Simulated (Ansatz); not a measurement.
CH2BrGe (SMILES [CH2]=[Ge][Br]) (doublet)

The calculation's input:

```
crystal:
  periodic: [false, false, false]
  atoms:
    - {symbol: C, position_ang: [0.732367, -0.203300, 1.032766]}
    - {symbol: Br, position_ang: [-1.851951, -0.452910, -0.859525]}
    - {symbol: Ge, position_ang: [-0.015515, 0.948950, -0.355571]}
    - {symbol: H, position_ang: [0.298128, -1.162452, 1.344514]}
    - {symbol: H, position_ang: [1.649031, 0.081873, 1.569018]}
basis:
  gaussian:
    orbitals: def2-TZVPD
magnetization:
  spin_polarized: true
  initial_magnetization: 1
hamiltonian:
  xc: pbe0
output: {forces: true, orbitals: {seedname: orbitals}}
```

Run with:

```sh
ansatz run input.yaml --threads 1 --pin off --max-ram 2610MiB --events-out events.jsonl --progress --plain --runs-dir runs
```

Geometry: PBE0-D3(BJ)/def2-SVP.

Method: isolated molecule in a Gaussian basis; Kohn-Sham density functional theory, functional PBE0 (Ansatz).

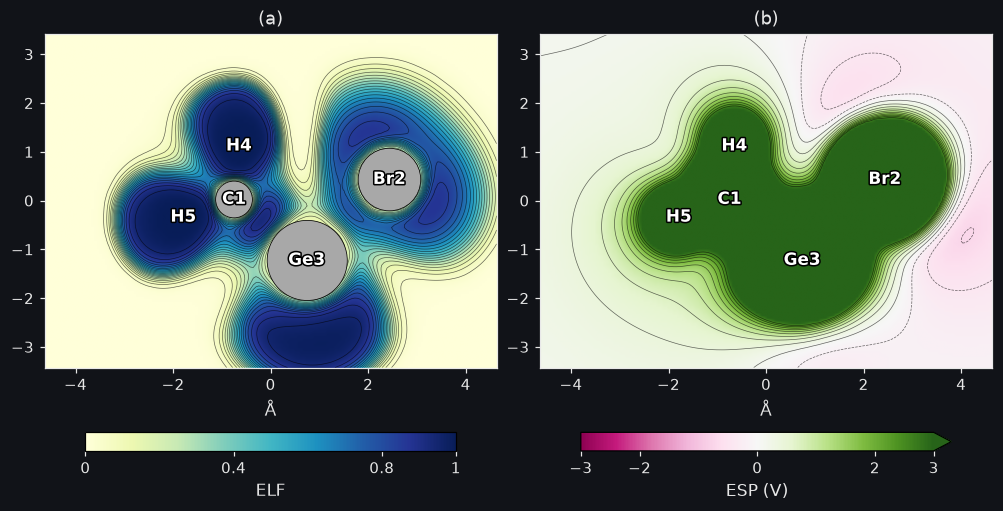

Figure 1. (a) electron localisation function; (b) electrostatic potential on the molecular plane. Grey discs cover the atomic cores in the ELF map.

### Interpret the plot.

- The plane passes through C, Br, Ge and H nuclei.
- C–Ge (1.95 Å): the ELF peaks at about 0.95 in the valence shell of C, 0.7 Å from its nucleus, and is about 0.65 at the midpoint.
- Ge–Br (2.36 Å): the ELF peaks at about 0.75 in the valence shell of Br, 1.0 Å from its nucleus, and is about 0.70 at the midpoint.
- C–H (1.10 Å): the ELF climbs to about 1 towards the hydrogen, as it does in any bond to H; an ordinary covalent bond to hydrogen.
- The ELF also peaks beside Br2, away from the bonds: non-bonding electrons, paired or unpaired.
- Outside the dense part of the molecule the potential is most negative (−0.7 V) near Br2.

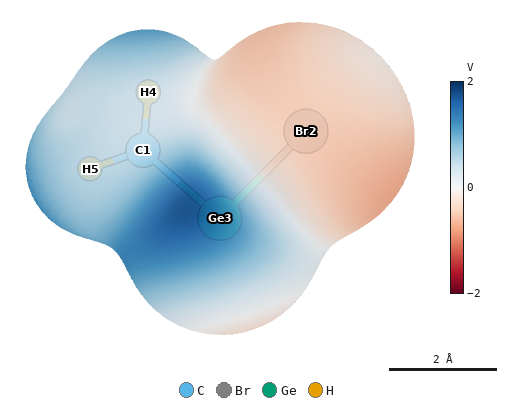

Figure 2. The electrostatic potential painted on the density surface at 0.002 e/bohr³, seen at a tilt; the colour scale runs from red (negative) to blue (positive).

### Where is the surface potential most negative and most positive?

The most negative region (about −0.7 V) lies over Br2, the most positive (about +1.7 V) over Ge3.

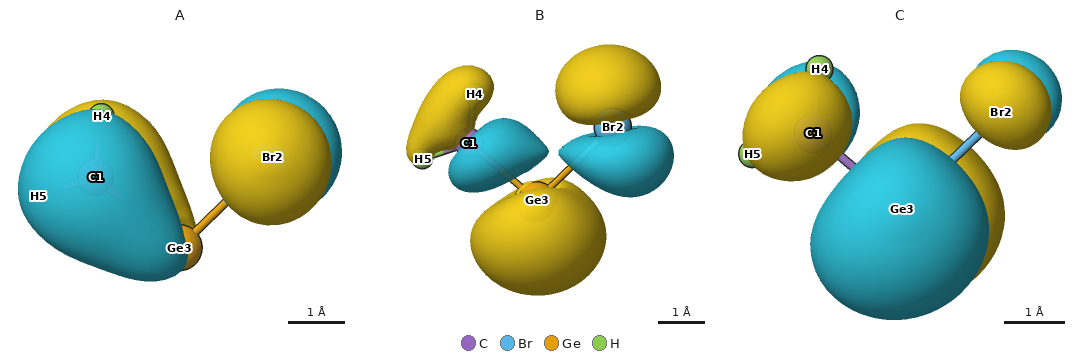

Figure 3. Three frontier orbitals at ±0.08 Å⁻³ᐟ² (yellow and cyan are the two phases), in no order.

### Which picture is the HOMO−1, the HOMO and the LUMO? All are α orbitals.

A is the HOMO−1 (α) (−7.70 eV). It lies mainly on C1 (about 50 %), Br2 (about 25 %) and Ge3 (about 15 %); it changes sign across the molecular plane (π type); π-antibonding (a node) across Br2–Ge3. B is the HOMO (α) (−7.19 eV). Its weight (Hirshfeld) is mainly on Ge3 (about 50 %), Br2 (about 30 %) and C1 (about 15 %); it is symmetric in the molecular plane (an in-plane orbital: σ, lone-pair or in-plane π type). C is the LUMO (α) (−2.25 eV). It lies mainly on Ge3 (about 70 %), C1 (about 15 %) and Br2 (about 10 %); it changes sign across the molecular plane (π type).

### What is the gap between the highest occupied and lowest empty α orbitals?

4.94 eV between the orbital energies.

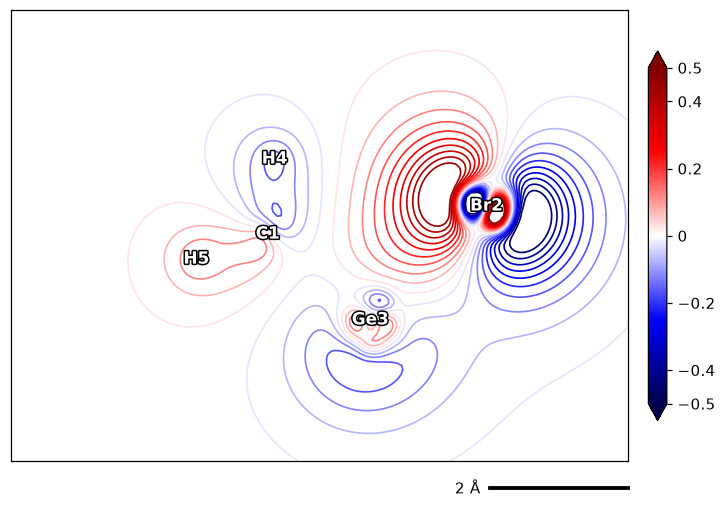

Figure 4. The HOMO−1 (β) on the molecular plane (values in Å⁻³ᐟ²; the overall sign is arbitrary).

### What is the character of this orbital?

Its weight (Hirshfeld) is mainly on Br2 (about 80 %) and Ge3 (about 15 %); it is symmetric in the molecular plane (an in-plane orbital: σ, lone-pair or in-plane π type). Its energy is −8.40 eV.
